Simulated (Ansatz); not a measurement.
Cost and result by functional for the surface energy of the (11-22) surface of hcp Tl in its 1x1 cell, outermost plane spacing 1.51 Å in the ideal cut, in Ansatz (plane waves, PAW). Single points on the PBE structure, on one kind of machine; costs are rough ratios of the slab run's core time (references not counted) to the cheapest single point. r2SCAN's cost holds its higher cutoff (500 against 420 eV). Differences are taken against r2SCAN for comparison alone: no measured value is at hand, so the table doesn't rank accuracy.

Set-up: 16 atoms, 10.6 Å thick at the start; mesh 6x6x1; 0.1 eV smearing; dipole correction on; all atoms relaxed; held to the start's symmetry, so lower structures may exist; no spin, no spin-orbit, no U. These notes are the PBE run's.

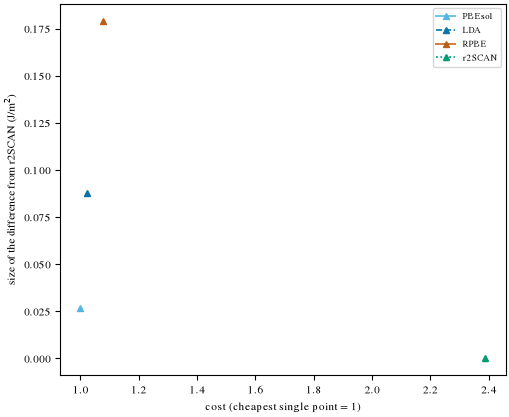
*Difference from r2SCAN against cost*

| functional | relative cost | surface energy (J/m²) | less r2SCAN (J/m²) |
|---|---|---|---|
| PBEsol | 1 | 0.39 | 0.03 |
| LDA | 1 | 0.45 | 0.09 |
| RPBE | 1 | 0.18 | -0.18 |
| r2SCAN | 2 | 0.36 | 0.00 |
| PBE (the relaxed run's value) | – | 0.28 | -0.08 |

The values span 0.27 J/m², while the single points' costs differ by a factor of roughly 2. Differences are of unrounded values.

Ansatz is a program for electronic structure.
